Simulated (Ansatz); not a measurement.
SiNH$_{5}$ClO$_{2}$: geometry relaxation (part 2 of 3)

Continued. System: SiNH$_{5}$ClO$_{2}$, multiplicity 2. Method: UHF/def2-SVP (Ansatz 0.2.0). The run did not end well. It belongs to a series of runs on one base structure; here: end point A relaxed. The run did not end well; see the last part.

Geometry of the input (Å):
```
Si -0.1040  -0.1438  -0.1452
Cl -0.0590  -0.2909  1.9606
O  1.4268  -0.1716  -0.6803
H  2.1353  -0.4680  -0.1291
O  -0.7559  1.2732  -0.6040
H  -1.6911  1.4062  -0.5908
H  -0.9019  -1.2774  -0.6171
N  0.3802  -0.2599  4.8690
H  -0.6211  -0.4347  4.8707
H  0.4473  0.7345  4.6732
```

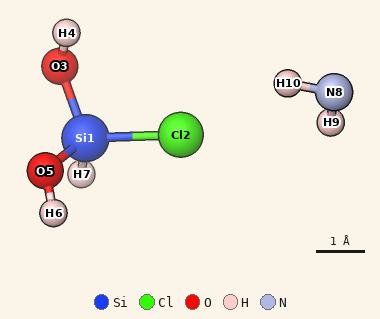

Figure 1. The geometry at step 12 of the log (ball-and-stick view, seen at a tilt; atoms are numbered from 1 in the order of the input).

```
Unfinished report: {"positions_ang":[[-0.18605353274484374,-0.2694290042840109,-0.02732751742312365],[-1.689184611381482,-1.0700177954341157,1.1869574319224667],[1.268317599072769,-0.4601793390061557,0.6662275908379208],[1.4833280824501238,-0.03076957821971457,1.4938518784327248],[-0.5188852080926208,1.321345949618533,-0.17986000686709933],[-1.406363032083074,1.645013107112731,-0.2224073931892416],[-0.2061804956382592,-0.9947221801372349,-1.299455653211677],[0.768908693616112,0.10102739386540643,3.6498073806092446],[0.9375321391509591,0.40558881616772685,4.628796217735682],[-0.19471963434968512,-0.2803563696831655,3.7105090711531017]],"unchecked":["starts","cluster_reference","orbital_swaps","neighbouring_geometries","increment"],"mean_field":{"relativity":"none","state":{"energy":{"ev":-25993.06839053079,"hartree":-955.2276446174499},"converged":true,"gradient_ev":0.000025261523069755543,"stability":{"kind":"minimum","curvature_ev":5.008217993185714},"curvature_floor_ev":0.00030000000000000003,"spin_squared":0.7587941633039996},"others":[],"fillings":{"estimated":0,"unestimated":0,"tried":0,"untried":0,"excluded_magnetic_sites":0},"n_dropped_functions":0,"n_trapped_functions":0,"passes":{"evaluations":4,"products":34},"factors":{"origin":"Cholesky decomposition","count":1064,"bound_ev":0.0004424614900194399},"gradient_stop_ev":0.00009,"reference_kind":"stationary","symmetry":{"irreps":["A"],"axes":[[0.9993627537198917,-0.010245667361472397,0.034192291203034554],[0.009117497647436395,0.999414119620966,0.03298922155641977],[-0.034510255201085464,-0.03265645116309515,0.9988706615390144]],"occupied":[{"A":30},{"A":29}]},"held":{"pivots":1064,"left_out":0,"joined":0},"density_repulsion":{"missed_ev":0.000020052998483017635,"excess_ev":2.9551446519670543e-8,"most_excess_ev":0.0001593,"are_drawn_again":false,"n_first_factors":1064,"energy_change_ev":0.0,"n_dropped_ends":0}},"factors":{"origin":"Cholesky decomposition","count":1064,"bound_ev":0.0004424614900194399},"n_frozen":0,"n_occupied":[30,29],"n_virtual":[73,74],"reference":{"ev":-25993.06839053079,"hartree":-955.2276446174499},"total":{"ev":-25993.06839053079,"hartree":-955.2276446174499},"forces_ev_per_angstrom":[[0.3573585770221446,-0.028441745474100295,0.25488388102851917],[-0.012804899625241608,-0.02567863403920466,-0.08426148910357988],[-0.10858205941216267,0.18919069668110175,-0.00010189292404195662],[-0.2279061563361608,-0.271328789003739,-0.1520239928426517],[-0.16136887372357342,0.10027292833420633,-0.06340501123198514],[0.11321968052248146,-0.05277125480202997,-0.0027239482735479377],[-0.018017754281551883,0.03580056957293316,0.124576743699005],[-0.9002051320116075,0.03566249076586802,1.1879661923194027],[0.0652974692733359,-0.24242292445113547,-0.9895298574797082],[0.8930091485670358,0.2597166624141172,-0.27538062519135315]],"charge_distribution":{"dipole_moment_e_ang":[-0.3217207930808287,0.2647115577633945,0.42693684020117983],"mulliken_charges_e":[1.1907856777503874,-0.4148832469509749,-0.546462585580521,0.24489648090988925,-0.5414464524029388,0.21516110975259073,-0.1636671141166144,-0.2423844890955147,0.12609859092134634,0.13190202881235158],"lowdin_charges_e":[0.13811340561786167,-0.026450781246332156,0.021813710273780984,-0.04681823109339289,0.0057498432510483255,-0.02176138234816749,-0.11411615273083608,0.09343088143603051,-0.01884797475979272,-0.031113318400229906]},"n_threads":2,"memory_gib":2.556818182580173,"seconds":{"hamiltonian":1.7817454719999999,"orbitals":0.0,"second_order":0.0,"solver_start":0.0,"cycles":0.0,"cycle":0.0,"perturbative":0.0,"full_ci_increment":0.0,"forces":0.0}}
this run last wrote the structure of step 50 to [file]
Error: geometry relaxation did not converge after 50 steps: max|allowed force component| = 1.19e0 eV/Å (threshold 3.0e-2). Raise `relax.max_steps` over both its present limit and 50, loosen `relax.f_tol`, or start from a geometry closer to equilibrium. Where this run's directory can be resumed (`checkpoint.write`), a resume goes on for up to `relax.max_steps` more
```

**Trajectory as extended XYZ (Å, eV, eV/Å), 46 of the 50 frames kept, from step=1 to step=50**
```
10
Properties=species:S:1:pos:R:3:forces:R:3 step=1 energy=-25992.67154
Si   -0.1040   -0.1438   -0.1452   -0.0011  -0.0221   0.5638
Cl   -0.0590   -0.2909    1.9606   -0.0604   0.0325  -0.9198
O     1.4268   -0.1716   -0.6803    0.0822  -0.0771   0.0461
H     2.1353   -0.4680   -0.1291   -0.0432   0.0467  -0.0388
O    -0.7559    1.2732   -0.6040   -0.0867  -0.0171   0.0244
H    -1.6911    1.4062   -0.5908    0.0538   0.0082  -0.0048
H    -0.9019   -1.2774   -0.6171    0.0061   0.0229   0.0048
N     0.3802   -0.2599    4.8690    0.0082   0.0114   0.3187
H    -0.6211   -0.4347    4.8707    0.0400   0.0074   0.0002
H     0.4473    0.7345    4.6732    0.0010  -0.0128   0.0053
10
Properties=species:S:1:pos:R:3:forces:R:3 step=2 energy=-25992.72025
Si   -0.1075   -0.1464   -0.1816    0.0217   0.0326   0.0733
Cl   -0.0748   -0.3007    1.8850   -0.0308  -0.0252   0.0319
O     1.4297   -0.1728   -0.6995    0.0302  -0.0600  -0.0701
H     2.1325   -0.4626   -0.1389   -0.0210   0.0353  -0.0205
O    -0.7580    1.2762   -0.6237   -0.0367  -0.0211  -0.0543
H    -1.6920    1.4118   -0.6044    0.0090   0.0148  -0.0124
H    -0.9063   -1.2792   -0.6491    0.0061   0.0176  -0.0947
N     0.3848   -0.2356    5.0629   -0.8176   0.6613  -0.3777
H    -0.6104   -0.4450    4.8756    0.7373   0.0095   0.2090
H     0.4588    0.7217    4.6811    0.1018  -0.6646   0.3154
10
Properties=species:S:1:pos:R:3:forces:R:3 step=3 energy=-25992.74607
Si   -0.1099   -0.1451   -0.2130   -0.0142   0.0163   0.0277
Cl   -0.0846   -0.3055    1.8615   -0.0143  -0.0052  -0.0750
O     1.4252   -0.1757   -0.7373    0.0288  -0.0539   0.0122
H     2.1305   -0.4575   -0.1760   -0.0035   0.0347  -0.0252
O    -0.7590    1.2761   -0.6626   -0.0194  -0.0178   0.0130
H    -1.6927    1.4142   -0.6421    0.0067   0.0152  -0.0111
H    -0.9073   -1.2722   -0.6979    0.0050   0.0059  -0.0215
N     0.3495   -0.1839    5.2490   -0.6649   0.4822  -0.6569
H    -0.5807   -0.4722    4.9078    0.5955   0.0345   0.3291
H     0.4857    0.6893    4.7175    0.0804  -0.5121   0.4078
10
Properties=species:S:1:pos:R:3:forces:R:3 step=4 energy=-25992.76502
Si   -0.1111   -0.1462   -0.2535   -0.0059   0.0247   0.0480
Cl   -0.0873   -0.3090    1.8195   -0.0136  -0.0097  -0.0072
O     1.4252   -0.1756   -0.7742    0.0252  -0.0543  -0.0084
H     2.1298   -0.4564   -0.2116   -0.0047   0.0344  -0.0215
O    -0.7596    1.2767   -0.6980   -0.0205  -0.0182  -0.0053
H    -1.6932    1.4153   -0.6776    0.0064   0.0145  -0.0104
H    -0.9080   -1.2729   -0.7399    0.0053   0.0077  -0.0331
N     0.3437   -0.1774    5.3330   -0.3089   0.2237  -0.2901
H    -0.5763   -0.4761    4.9990    0.2892   0.0263   0.1462
H     0.4935    0.6891    4.8103    0.0275  -0.2492   0.1819
10
Properties=species:S:1:pos:R:3:forces:R:3 step=5 energy=-25992.76612
Si   -0.1311   -0.1593   -0.2549    0.4481  -0.6561  -0.4515
Cl   -0.1003   -0.3518    1.8005   -0.0049   0.0394   0.2296
O     1.4006   -0.2584   -0.8074   -0.5850   0.0606  -0.1329
H     2.1307   -0.3374   -0.2276    0.4161  -0.0099   0.3097
O    -0.7407    1.2611   -0.7062   -0.0234   0.5332  -0.0460
H    -1.6618    1.4473   -0.7359   -0.1919   0.0170   0.0123
H    -0.9308   -1.2667   -0.7803   -0.0619   0.0146   0.0575
N     0.2895   -0.1081    5.4588    0.0221   0.0127   0.0462
H    -0.5317   -0.5165    5.0233   -0.0144  -0.0069  -0.0146
H     0.5324    0.6572    4.8367   -0.0049  -0.0047  -0.0105
10
Properties=species:S:1:pos:R:3:forces:R:3 step=6 energy=-25992.77693
Si   -0.1332   -0.1863   -0.2691    0.3151  -0.3493  -0.2090
Cl   -0.1146   -0.4044    1.7921   -0.0123   0.0327   0.1017
O     1.3973   -0.3187   -0.8079   -1.0554  -0.1263  -0.5785
H     2.1362   -0.2448   -0.2535    0.8764   0.1281   0.6692
O    -0.7122    1.2681   -0.6803   -0.0640   0.2917  -0.0203
H    -1.6356    1.4542   -0.7183   -0.0590   0.0145   0.0213
H    -0.9653   -1.2604   -0.8090   -0.0025   0.0076   0.0000
N     0.2586   -0.0568    5.4915    0.1234  -0.0313   0.2792
H    -0.5114   -0.5320    5.0399   -0.1456  -0.0762  -0.1172
H     0.5367    0.6486    4.8216    0.0239   0.1086  -0.1464
10
Properties=species:S:1:pos:R:3:forces:R:3 step=8 energy=-25992.80307
Si   -0.1336   -0.2132   -0.2981   -0.0207   0.0016  -0.0258
Cl   -0.1742   -0.4538    1.7688   -0.0215   0.0234  -0.0243
O     1.3985   -0.4029   -0.7996   -0.0218   0.0450   0.0411
H     2.1409   -0.1493   -0.2725   -0.0524   0.0311  -0.0460
O    -0.6857    1.2789   -0.6703    0.0279  -0.1685   0.0356
H    -1.6132    1.4619   -0.6535    0.0727   0.0388   0.0121
H    -0.9748   -1.2571   -0.8810    0.0153   0.0286   0.0002
N     0.2398   -0.0025    5.5323   -0.0145   0.0151  -0.0238
H    -0.4853   -0.5428    5.0679    0.0254   0.0121   0.0147
H     0.5442    0.6483    4.8130   -0.0104  -0.0273   0.0160
10
Properties=species:S:1:pos:R:3:forces:R:3 step=9 energy=-25992.78981 accepted=F
Si   -0.1383   -0.2475   -0.3163   -0.1666   0.2929   0.0167
Cl   -0.2184   -0.4889    1.7532   -0.0130  -0.0276  -0.0988
O     1.3931   -0.4463   -0.8094    1.0749   0.5251   0.7401
H     2.1309   -0.0620   -0.3125   -1.0315  -0.5154  -0.7419
O    -0.6514    1.2709   -0.6651   -0.0962  -0.3181   0.0350
H    -1.5734    1.4839   -0.6145    0.1966   0.0178   0.0131
H    -0.9859   -1.2692   -0.9293    0.0365   0.0260   0.0355
N     0.2007    0.0628    5.5855   -0.1441  -0.0190  -0.5977
H    -0.4562   -0.5630    5.1087    0.2127   0.1739   0.2603
H     0.5555    0.6269    4.8068   -0.0694  -0.1556   0.3377
10
Properties=species:S:1:pos:R:3:forces:R:3 step=10 energy=-25992.80987
Si   -0.1378   -0.2303   -0.3075   -0.0098   0.0375  -0.0282
Cl   -0.2100   -0.4709    1.7589   -0.0155   0.0080  -0.0282
O     1.3983   -0.4133   -0.7973    0.0748   0.0290   0.1155
H     2.1326   -0.1147   -0.2797   -0.1178  -0.0033  -0.1056
O    -0.6717    1.2669   -0.6798   -0.0303  -0.1079   0.0283
H    -1.5897    1.4846   -0.6179    0.0809   0.0231   0.0118
H    -0.9719   -1.2710   -0.9042    0.0174   0.0142   0.0021
N     0.2326    0.0222    5.5449   -0.0222   0.0092  -0.0416
H    -0.4698   -0.5512    5.0850    0.0237   0.0078   0.0260
H     0.5441    0.6454    4.8046   -0.0012  -0.0176   0.0199
10
Properties=species:S:1:pos:R:3:forces:R:3 step=11 energy=-25992.81631
Si   -0.1424   -0.2434   -0.3116   -0.0104   0.0200  -0.0264
Cl   -0.2588   -0.4803    1.7535   -0.0154   0.0085  -0.0275
O     1.4002   -0.4322   -0.7774    0.0991   0.0463   0.1288
H     2.1246   -0.0735   -0.2835   -0.1358  -0.0247  -0.1190
O    -0.6610    1.2563   -0.6922   -0.0471  -0.0657   0.0299
H    -1.5678    1.5038   -0.5886    0.0914   0.0095   0.0082
H    -0.9649   -1.2839   -0.9230    0.0181   0.0073   0.0029
N     0.2319    0.0400    5.5460   -0.0221   0.0069  -0.0471
H    -0.4560   -0.5580    5.0951    0.0276   0.0134   0.0272
H     0.5509    0.6387    4.7888   -0.0053  -0.0215   0.0230
10
Properties=species:S:1:pos:R:3:forces:R:3 step=12 energy=-25992.82328
Si   -0.1483   -0.2665   -0.3192   -0.0063   0.0200   0.0236
Cl   -0.3242   -0.4829    1.7448   -0.0215  -0.0190  -0.0297
O     1.4020   -0.4657   -0.7512    0.3990   0.2407   0.2794
H     2.1112   -0.0066   -0.3086   -0.4082  -0.2301  -0.2852
O    -0.6423    1.2383   -0.7071   -0.2842   0.0744   0.0367
H    -1.5285    1.5326   -0.5350    0.3088  -0.0764  -0.0390
H    -0.9549   -1.3067   -0.9495    0.0122  -0.0075   0.0132
N     0.2244    0.0689    5.5504   -0.0381  -0.0043  -0.1053
H    -0.4376   -0.5710    5.1162    0.0584   0.0460   0.0488
H     0.5550    0.6270    4.7662   -0.0202  -0.0436   0.0576
10
Properties=species:S:1:pos:R:3:forces:R:3 step=13 energy=-25992.83512
Si   -0.1526   -0.2816   -0.3362   -0.0206  -0.0598   0.0768
Cl   -0.4238   -0.5272    1.7170    0.0157   0.0277  -0.0674
O     1.4086   -0.4803   -0.7250    0.1534   0.1000   0.1363
H     2.0899    0.0518   -0.3360   -0.1317  -0.0895  -0.1175
O    -0.6216    1.2298   -0.7260   -0.1212   0.0374   0.0383
H    -1.4782    1.5554   -0.4910    0.1082   0.0041  -0.0213
H    -0.9356   -1.3207   -0.9923   -0.0031  -0.0164  -0.0395
N     0.2358    0.1153    5.5653   -0.0207  -0.0024  -0.0686
H    -0.4125   -0.5795    5.2019    0.0412   0.0363   0.0231
H     0.5466    0.6046    4.7294   -0.0212  -0.0374   0.0398
10
Properties=species:S:1:pos:R:3:forces:R:3 step=14 energy=-25992.83940
Si   -0.1619   -0.2973   -0.3509    0.1257   0.0766  -0.0709
Cl   -0.4659   -0.5460    1.6885   -0.0473  -0.0080   0.0718
O     1.4102   -0.4920   -0.7053   -0.1629  -0.1103  -0.0493
H     2.0745    0.0827   -0.3645    0.0965   0.1119   0.0355
O    -0.6160    1.2220   -0.7407    0.0319  -0.0991   0.0126
H    -1.4503    1.5719   -0.4730   -0.0338   0.0511   0.0157
H    -0.9250   -1.3303   -1.0395   -0.0084  -0.0179  -0.0048
N     0.2304    0.1379    5.5967    0.0105   0.0184   0.0407
H    -0.3926   -0.5811    5.2431   -0.0357  -0.0499  -0.0035
H     0.5534    0.5998    4.7526    0.0235   0.0271  -0.0478
10
Properties=species:S:1:pos:R:3:forces:R:3 step=15 energy=-25992.84027
Si   -0.1601   -0.2968   -0.3438    0.0794   0.0499  -0.0698
Cl   -0.4664   -0.5301    1.6970   -0.0411  -0.0097   0.0754
O     1.4106   -0.4943   -0.6988   -0.2050  -0.1710  -0.0836
H     2.0748    0.0888   -0.3768    0.1647   0.1741   0.0691
O    -0.6166    1.2179   -0.7445    0.0677  -0.0705  -0.0090
H    -1.4448    1.5768   -0.4721   -0.0609   0.0537   0.0282
H    -0.9237   -1.3346   -1.0248   -0.0036  -0.0224  -0.0010
N     0.2250    0.1417    5.5870    0.0425   0.0543   0.1022
H    -0.3893   -0.5899    5.2486   -0.0749  -0.0967  -0.0306
H     0.5472    0.5881    4.7354    0.0311   0.0384  -0.0810
10
Properties=species:S:1:pos:R:3:forces:R:3 step=16 energy=-25992.81368 accepted=F
Si   -0.1580   -0.3134   -0.3117   -0.1545  -0.0257   0.0089
Cl   -0.5598   -0.4669    1.7265    0.0184  -0.0340  -0.0390
O     1.4172   -0.5233   -0.6222    0.7973   0.7205   0.1506
H     2.0586    0.1779   -0.4724   -0.6804  -0.7170  -0.1375
O    -0.6007    1.1862   -0.7694   -0.3459   0.3116   0.1165
H    -1.3651    1.6301   -0.4168    0.3761  -0.2381  -0.1548
H    -0.8946   -1.3753   -0.9876   -0.0121  -0.0166   0.0568
N     0.1921    0.2240    5.5275   -0.2852  -0.6974  -0.9732
H    -0.3366   -0.6582    5.3589    0.5553   0.9249   0.1761
H     0.5034    0.4865    4.5745   -0.2690  -0.2283   0.7956
10
Properties=species:S:1:pos:R:3:forces:R:3 step=17 energy=-25992.84638
Si   -0.1636   -0.3096   -0.3486    0.0112   0.0220  -0.0149
Cl   -0.5597   -0.5276    1.6811   -0.0042  -0.0116   0.0419
O     1.4174   -0.5073   -0.6543   -0.0407  -0.0217  -0.0006
H     2.0583    0.1386   -0.4019    0.0128   0.0321   0.0034
O    -0.6063    1.2044   -0.7654    0.0016  -0.0099  -0.0091
H    -1.3990    1.6025   -0.4414    0.0191   0.0014  -0.0018
H    -0.9007   -1.3566   -1.0448    0.0021  -0.0075  -0.0069
N     0.2393    0.1737    5.5799   -0.0024   0.0029  -0.0173
H    -0.3584   -0.6055    5.3186    0.0011  -0.0044   0.0105
H     0.5293    0.5548    4.6838   -0.0006  -0.0032  -0.0052
10
Properties=species:S:1:pos:R:3:forces:R:3 step=18 energy=-25992.84407 accepted=F
Si   -0.1656   -0.3142   -0.3363   -0.0287  -0.0416   0.0194
Cl   -0.6034   -0.5125    1.6911    0.0114   0.0114  -0.0422
O     1.4199   -0.5160   -0.6139    0.2750   0.3104   0.0822
H     2.0452    0.1769   -0.4284   -0.2596  -0.2869  -0.0712
O    -0.5986    1.1944   -0.7807   -0.1425   0.0884   0.0812
H    -1.3623    1.6260   -0.4233    0.1556  -0.0857  -0.0733
H    -0.8865   -1.3722   -1.0341   -0.0101   0.0076   0.0134
N     0.2359    0.2107    5.5483   -0.1420  -0.2447  -0.3938
H    -0.3304   -0.6281    5.3802    0.2387   0.3499   0.0715
H     0.5025    0.5026    4.6039   -0.0978  -0.1087   0.3129
10
Properties=species:S:1:pos:R:3:forces:R:3 step=20 energy=-25992.84889
Si   -0.1636   -0.3110   -0.3308   -0.0247  -0.0116   0.0235
Cl   -0.5803   -0.5079    1.6998    0.0018  -0.0025  -0.0098
O     1.4196   -0.5097   -0.6206    0.0516   0.0407   0.0135
H     2.0497    0.1625   -0.4071   -0.0415  -0.0364  -0.0140
O    -0.6009    1.1979   -0.7687   -0.0145   0.0186  -0.0014
H    -1.3763    1.6170   -0.4295    0.0225  -0.0083  -0.0068
H    -0.8940   -1.3675   -1.0207    0.0051   0.0026   0.0025
N     0.2404    0.1962    5.5334   -0.0313  -0.0457  -0.0942
H    -0.3409   -0.6194    5.3498    0.0548   0.0725   0.0221
H     0.5030    0.5094    4.6014   -0.0238  -0.0299   0.0646
10
Properties=species:S:1:pos:R:3:forces:R:3 step=21 energy=-25992.84978
Si   -0.1636   -0.3088   -0.3190   -0.0195  -0.0276   0.0051
Cl   -0.5888   -0.5019    1.7103   -0.0019   0.0096  -0.0179
O     1.4206   -0.5087   -0.6021    0.0616   0.0479   0.0167
H     2.0477    0.1702   -0.4006   -0.0430  -0.0419  -0.0133
O    -0.5978    1.1976   -0.7682   -0.0217   0.0214   0.0194
H    -1.3685    1.6247   -0.4280    0.0239  -0.0116  -0.0093
H    -0.8902   -1.3690   -1.0071   -0.0008   0.0036   0.0020
N     0.2457    0.2127    5.4992   -0.0542  -0.0894  -0.1510
H    -0.3257   -0.6236    5.3808    0.0925   0.1315   0.0211
H     0.4774    0.4741    4.5420   -0.0369  -0.0435   0.1270
10
Properties=species:S:1:pos:R:3:forces:R:3 step=22 energy=-25992.85036
Si   -0.1635   -0.3083   -0.3193   -0.0007   0.0165   0.0126
Cl   -0.6027   -0.5005    1.7065   -0.0068  -0.0164  -0.0046
O     1.4232   -0.5066   -0.5917    0.0226   0.0178   0.0078
H     2.0479    0.1721   -0.3843   -0.0262  -0.0208  -0.0067
O    -0.5935    1.2012   -0.7626   -0.0123   0.0075  -0.0090
H    -1.3662    1.6263   -0.4248    0.0163  -0.0063  -0.0039
H    -0.8871   -1.3652   -1.0154    0.0042   0.0011   0.0034
N     0.2499    0.2406    5.4717   -0.0803  -0.1552  -0.2097
H    -0.2996   -0.6198    5.4386    0.1275   0.1978   0.0116
H     0.4484    0.4277    4.4884   -0.0443  -0.0418   0.1986
```
